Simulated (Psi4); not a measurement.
InNH4: single-point calculation (part 1 of 2)

System: InNH4, SMILES [NH2][InH2].
Method: OMP2/def2-SVP, RHF, core potentials def2 (Psi4 1.11).

The geometry comes from this level: PBE0-D4/def2-TZVP.

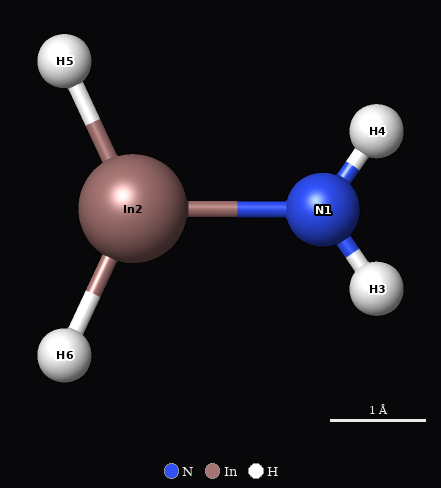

Fig. 1: The structure as given in the input (ball-and-stick view, seen on its broad side; atoms are numbered from 1 in the order of the input). Sticks mark near contacts. Bond lengths as drawn: H–In 1.71 Å, H–N 1.01 Å and In–N 2.01 Å.

### The input (run.py)
```python
import psi4

psi4.set_memory('1600 MB')
psi4.set_num_threads(1)
psi4.core.set_output_file('output.dat', False)

m = psi4.geometry("""
0 1
N     -0.092200    -1.060500     0.036600
In     0.095300     0.935900    -0.048300
H     -0.598000    -1.552900     0.753400
H      0.311900    -1.697300    -0.629300
H      1.012500     1.520500    -1.370700
H     -0.687400     1.790300     1.212100
symmetry c1
""")

psi4.set_options({
    'basis': 'def2-SVP',
    'reference': 'rhf',
    'puream': True,
    'e_convergence': 1e-09,
    'd_convergence': 1e-08,
    'scf_type': 'pk',
    'num_frozen_docc': 5,
})

e = psi4.energy('omp2')
print('E =', round(e, 9))
for k, v in sorted(psi4.core.scalar_variables().items()):
    print(f'{k:45s} {v:18.10f}')
```

Run on 1 thread of Intel Xeon @ 2.90GHz (Ice Lake), 64 GiB of memory available, shared host.

Run as:
```bash
python run.py
```

### Output
```
=> Loading Basis Set <=

    Name: DEF2-SVP
    Role: ORBITAL
    Keyword: BASIS

    !!!  WARNING: ECP capability is in beta. Please check occupations closely.  !!!

         ---------------------------------------------------------
                                   SCF
                              RHF Reference
                        1 Threads,   1525 MiB Core
         ---------------------------------------------------------

  ==> Geometry <==

    Molecular point group: c1
    Full point group: C1

    Geometry (in Angstrom), charge = 0, multiplicity = 1:

       Center              X                  Y                   Z               Mass
    ------------   -----------------  -----------------  -----------------  -----------------
         N           -0.165155384836    -1.758187477697     0.074753914986    14.003074004430
         IN           0.022344615164     0.238212522303    -0.010146085014   114.903878776000
         H           -0.670955384836    -2.250587477697     0.791553914986     1.007825032230
         H            0.238944615164    -2.394987477697    -0.591146085014     1.007825032230
         H            0.939544615164     0.822812522303    -1.332546085014     1.007825032230
         H           -0.760355384836     1.092612522303     1.250253914986     1.007825032230

  Running in c1 symmetry.

  Rotational constants: A =      2.69918  B =      0.26676  C =      0.24277 [cm^-1]
  Rotational constants: A =  80919.27858  B =   7997.25586  C =   7277.97579 [MHz]
  Nuclear repulsion =   70.741603805927312

  Charge       = 0
  Multiplicity = 1
  Electrons    = 32
  Nalpha       = 16
  Nbeta        = 16

  ==> Algorithm <==

  SCF Algorithm Type is PK.
  DIIS enabled.
  MOM disabled.
  Fractional occupation disabled.
  Guess Type is SAD.
  Energy threshold   = 1.00e-09
  Density threshold  = 1.00e-08
  Integral threshold = 1.00e-12

  ==> Primary Basis <==

  Basis Set: DEF2-SVP
    Blend: DEF2-SVP
    Number of shells: 28
    Number of basis functions: 60
    Number of Cartesian functions: 63
    Spherical Harmonics?: true
    Max angular momentum: 2

  Core potential: DEF2-SVP
    Number of shells: 4
    Number of ECP primitives: 18
    Number of ECP core electrons: 28
    Max angular momentum: 3

  ==> Integral Setup <==

  Using in-core PK algorithm.
   Calculation information:
      Number of atoms:                   6
      Number of AO shells:              28
      Number of primitives:             55
      Number of atomic orbitals:        63
      Number of basis functions:        60

      Integral cutoff                 1.00e-12
      Number of threads:                 1

  Performing in-core PK
  Using 3350730 doubles for integral storage.
  We computed 82056 shell quartets total.
  Whereas there are 82621 unique shell quartets.

  ==> DiskJK: Disk-Based J/K Matrices <==

    J tasked:                  Yes
    K tasked:                  Yes
    wK tasked:                  No
    Memory [MiB]:             1144
    Schwarz Cutoff:          1E-12

  Minimum eigenvalue in the overlap matrix is 2.3376070966E-02.
  Reciprocal condition number of the overlap matrix is 5.0798769706E-03.
    Using symmetric orthogonalization.

  ==> Pre-Iterations <==

  SCF Guess: Superposition of Atomic Densities via on-the-fly atomic UHF (no occupation information).

   -------------------------
    Irrep   Nso     Nmo
   -------------------------
     A         60      60
   -------------------------
    Total      60      60
   -------------------------

  ==> Iterations <==

                        Total Energy        Delta E     RMS |[F,P]|

   @RHF iter SAD:  -244.31607980877922   -2.44316e+02   0.00000e+00
   @RHF iter   1:  -245.79017471111672   -1.47409e+00   8.44168e-03 DIIS/ADIIS
   @RHF iter   2:  -245.86432061495083   -7.41459e-02   5.50497e-03 DIIS/ADIIS
   @RHF iter   3:  -245.91227251101625   -4.79519e-02   4.80837e-04 DIIS/ADIIS
   @RHF iter   4:  -245.91290313899339   -6.30628e-04   1.33711e-04 DIIS/ADIIS
   @RHF iter   5:  -245.91294952116473   -4.63822e-05   2.39775e-05 DIIS
   @RHF iter   6:  -245.91295103409701   -1.51293e-06   3.63950e-06 DIIS
   @RHF iter   7:  -245.91295111024863   -7.61516e-08   1.19221e-06 DIIS
   @RHF iter   8:  -245.91295112085541   -1.06068e-08   3.42778e-07 DIIS
   @RHF iter   9:  -245.91295112183670   -9.81288e-10   7.73235e-08 DIIS
   @RHF iter  10:  -245.91295112188547   -4.87717e-11   1.45838e-08 DIIS
   @RHF iter  11:  -245.91295112188695   -1.47793e-12   2.15386e-09 DIIS
  Energy and wave function converged.

  ==> Post-Iterations <==

    Orbital Energies [Eh]
    ---------------------

    Doubly Occupied:

       1A    -15.514005     2A     -5.374929     3A     -3.635956
       4A     -3.627850     5A     -3.627775     6A     -1.085690
       7A     -1.022778     8A     -1.018348     9A     -1.016368
      10A     -1.014616    11A     -0.995188    12A     -0.616201
      13A     -0.570697    14A     -0.444374    15A     -0.408711
      16A     -0.370819

    Virtual:

      17A      0.055461    18A      0.117951    19A      0.144502
      20A      0.167460    21A      0.242852    22A      0.282792
      23A      0.293025    24A      0.309302    25A      0.341416
      26A      0.415872    27A      0.477717    28A      0.550876
      29A      0.587800    30A      0.607130    31A      0.690945
      32A      0.858254    33A      0.897729    34A      0.952903
      35A      1.009549    36A      1.094226    37A      1.141457
      38A      1.180817    39A      1.243632    40A      1.570049
      41A      1.750578    42A      1.844157    43A      1.845354
      44A      1.862665    45A      1.895755    46A      2.073743
      47A      2.078128    48A      2.185557    49A      2.203706
      50A      2.493999    51A      2.518641    52A      2.829716
      53A      2.973707    54A      3.086982    55A      3.522586
      56A      3.747121    57A     16.408231    58A     16.860455
      59A     17.347091    60A     61.697163

    Final Occupation by Irrep:
              A
    DOCC [    16 ]
    NA   [    16 ]
    NB   [    16 ]

  @RHF Final Energy:  -245.91295112188695

   => Energetics <=

    Nuclear Repulsion Energy =             70.7416038059273120
    One-Electron Energy =                -552.6204988915883405
    Two-Electron Energy =                 235.9659439637740945
    Total Energy =                       -245.9129511218869482

Computation Completed

Properties will be evaluated at   0.000000,   0.000000,   0.000000 [a0]

Properties computed using the SCF density matrix

 Multipole Moments:

 ------------------------------------------------------------------------------------
     Multipole            Electronic (a.u.)      Nuclear  (a.u.)        Total (a.u.)
 ------------------------------------------------------------------------------------

 L = 1.  Multiply by 2.5417464519 to convert [e a0] to [Debye]
 Dipole X            :          1.7685366           -1.7757233           -0.0071867
 Dipole Y            :         18.8579711          -18.9634003           -0.1054293
 Dipole Z            :         -0.8027717            0.8094175            0.0066458
 Magnitude           :                                                    0.1058827

 ------------------------------------------------------------------------------------

	total time  =          2 seconds =       0.03 minutes
  Constructing Basis Sets for DFOCC...

   => Loading Basis Set <=

    Name: (DEF2-SVP AUX)
    Role: JKFIT
    Keyword: DF_BASIS_SCF

   => Loading Basis Set <=

    Name: (DEF2-SVP AUX)
    Role: RIFIT
    Keyword: DF_BASIS_CC

  Module DFOCC Options:
  ----------------------------------------------------------------------------
  ACTIVE                        => (empty)
  BASIS_RELATIVISTIC            => (empty)
  BENCH                         => (empty)
  CC_DIIS_MAX_VECS              => (empty)
  CC_DIIS_MIN_VECS              => (empty)
  CC_LAMBDA                     => (empty)
  CC_MAXITER                    => (empty)
  CC_TYPE                       => (empty)
  CHOLESKY                      => FALSE           !
  CHOLESKY_TOLERANCE            => (empty)
  CI_TYPE                       => (empty)
  COMPUT_S2                     => (empty)
  CUBEPROP_BASIS_FUNCTIONS      => (empty)
  CUBEPROP_FILEPATH             => (empty)
  CUBEPROP_ISOCONTOUR_THRESHOLD => (empty)
  CUBEPROP_ORBITALS             => (empty)
  CUBEPROP_TASKS                => (empty)
  CUBIC_BASIS_TOLERANCE         => (empty)
  CUBIC_BLOCK_MAX_POINTS        => (empty)
  CUBIC_GRID_OVERAGE            => (empty)
  CUBIC_GRID_SPACING            => (empty)
  CUTOFF                        => (empty)
  DDX                           => (empty)
  DEBUG                         => (empty)
  DERTYPE                       => (empty)
  DF_BASIS_CC                   => (empty)
  DIE_IF_NOT_CONVERGED          => (empty)
  DKH_ORDER                     => (empty)
  DOCC                          => (empty)
  DO_DIIS                       => (empty)
  DO_LEVEL_SHIFT                => (empty)
  DO_SCS                        => FALSE           !
  DO_SOS                        => FALSE           !
  E3_SCALE                      => (empty)
  EKT_IP                        => (empty)
  EXTERNAL_POTENTIAL_SYMMETRY   => (empty)
  E_CONVERGENCE                 => 1e-09           !
  FREEZE_CORE                   => (empty)
  FREEZE_CORE_POLICY            => (empty)
  FROZEN_DOCC                   => (empty)
  FROZEN_UOCC                   => (empty)
  HESS_TYPE                     => (empty)
  INTEGRAL_CUTOFF               => (empty)
  INTEGRAL_PACKAGE              => (empty)
  LEVEL_SHIFT                   => (empty)
  LINEQ_SOLVER                  => (empty)
  LITERAL_CFOUR                 => (empty)
  LS_THC_BASIS_TOLERANCE        => (empty)
  LS_THC_DF                     => (empty)
  LS_THC_PRUNING_SCHEME         => (empty)
  LS_THC_RADIAL_POINTS          => (empty)
  LS_THC_SPHERICAL_POINTS       => (empty)
  LS_THC_S_EPSILON              => (empty)
  LS_THC_WEIGHTS_TOLERANCE      => (empty)
  MAT_NUM_COLUMN_PRINT          => (empty)
  MAX_MOGRAD_CONVERGENCE        => (empty)
  MAX_RADIAL_MOMENT             => (empty)
  MBIS_D_CONVERGENCE            => (empty)
  MBIS_MAXITER                  => (empty)
  MBIS_PRUNING_SCHEME           => (empty)
  MBIS_RADIAL_POINTS            => (empty)
  MBIS_SPHERICAL_POINTS         => (empty)
  MOLDEN_WITH_VIRTUAL           => (empty)
  MOLDEN_WRITE                  => (empty)
  MO_DIIS_NUM_VECS              => (empty)
  MO_MAXITER                    => (empty)
  MO_STEP_MAX                   => (empty)
```
